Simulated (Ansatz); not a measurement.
Density of states of GaSe (P6_3/mmc, 8 atoms in the cell).

```xyz
8
Lattice="3.8103 0.0000 0.0000 -1.9051 3.2998 0.0000 0.0000 0.0000 16.6909" Properties=species:S:1:pos:R:3 pbc="T T T"
Ga     0.0000     2.1999     2.9399
Ga     1.9051     1.0999    13.7509
Ga     1.9051     1.0999    11.2854
Ga     0.0000     2.1999     5.4055
Se     0.0000     2.1999    10.1168
Se     1.9051     1.0999     6.5740
Se     1.9051     1.0999     1.7714
Se     0.0000     2.1999    14.9195
```

Level of theory: PBE, PAW files (plane waves; Ansatz, a program for electronic structure).

SCF settings: basis.ecutwfc = 30.9 Ry; kpoints.mp_grid.grid = 5 5 1; hamiltonian.xc = pbe; hamiltonian.pseudopotentials = {kind: paw} (the program's default PAW files); scf.occupations.method = fixed. Keys of the DOS step: output.dos.nscf_kmesh.grid = 8 8 2; output.dos.method = {smearing: {sigma: 0.1}} eV.

The starting cell comes from a database of computed structures (which also holds hypothetical and non-ambient phases and stackings), without a prior relaxation at this level. Its lattice was rescaled by a random factor within 2.5 % of one.

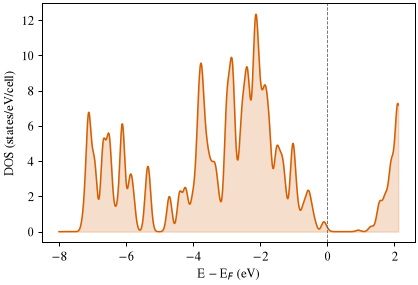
Figure: Total density of states, both spins summed.

Total DOS (both spins), as means of the tabulated values in each energy bin; the zero is the program's Fermi level or highest filled level, and the curve is cut to this window:

```csv
E (eV),states/eV/cell
-7.80,0.00
-7.40,0.63
-7.00,4.55
-6.60,4.52
-6.20,3.43
-5.80,2.02
-5.40,1.81
-5.00,0.16
-4.60,1.31
-4.20,2.11
-3.80,6.63
-3.40,3.85
-3.00,6.35
-2.60,6.62
-2.20,9.74
-1.80,6.92
-1.40,4.07
-1.00,3.03
-0.60,1.78
-0.20,0.43
0.20,0.04
0.60,0.00
1.00,0.05
1.40,0.70
1.80,2.91
```

The gap on the SCF mesh is 0.93 eV.

Keys are those of Ansatz 0.2.
